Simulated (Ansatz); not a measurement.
Base system: BeSe in the zinc blende structure (space group F-43m, No. 216; a = 5.129 Å).

One thing is altered: every lattice vector is stretched by 2.00 %, atoms relaxed at fixed cell.

Calculations: PBEsol in Ansatz (plane waves to 420 eV, PAW, scalar-relativistic without spin-orbit coupling).

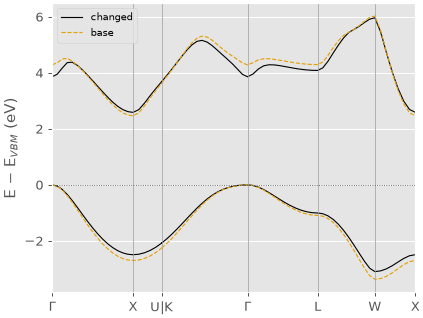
Highest valence and lowest conduction band along the path, each from its own valence-band maximum

Problem. Read the changed gap and its character from the plot.

Solution. About 2.6 eV, indirect, Γ → X.

The cells carry an imposed strain or load. Stability against distortions was not tested.

Ansatz is a first-principles code.
